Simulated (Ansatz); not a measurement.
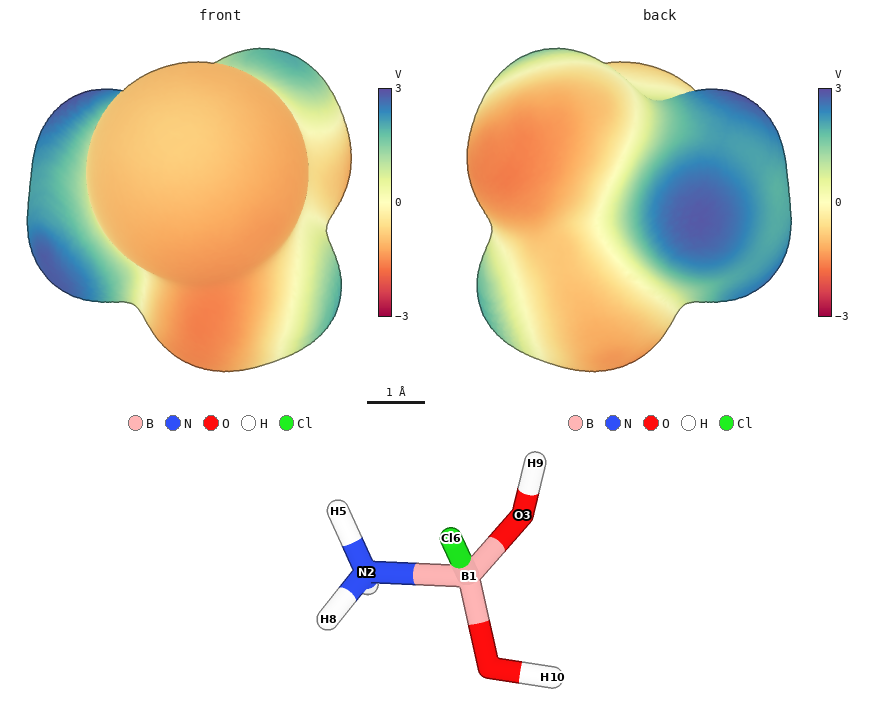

BClH₅NO₂. The molecular electrostatic potential painted on the density surface at 0.002 e/bohr³, seen from the front and from behind; the colour scale runs from red (negative) to blue (positive). The bare structure is drawn below in the same view.

The product side of a reaction path; geometry: PBE0-D4/def2-TZVP; a saddle point, not a minimum.

All numbers below come from Ansatz 0.2.0, RKS PBE0-D4/def2-TZVPP.

```xyz
10

B    -0.3977   -0.1969    0.1104
N     0.9023    0.7127   -0.3358
O     0.0614   -1.4319    0.6163
O    -1.1364   -0.2396   -1.0844
H     1.4743    0.9461    0.4685
Cl   -1.1585    0.8772    1.4985
H     1.4537    0.1861   -1.0079
H     0.5777    1.5710   -0.7708
H    -0.0027   -1.4703    1.5711
H    -1.7743   -0.9543   -1.0658
```

Q: Which sites attract a positive test charge, and which a negative one?

A: A positive charge is drawn to the negative regions and a negative charge to the positive ones. The most negative region (about −1.6 V) lies over O3 and O4, the most positive (about +2.9 V) over H5 and H7.
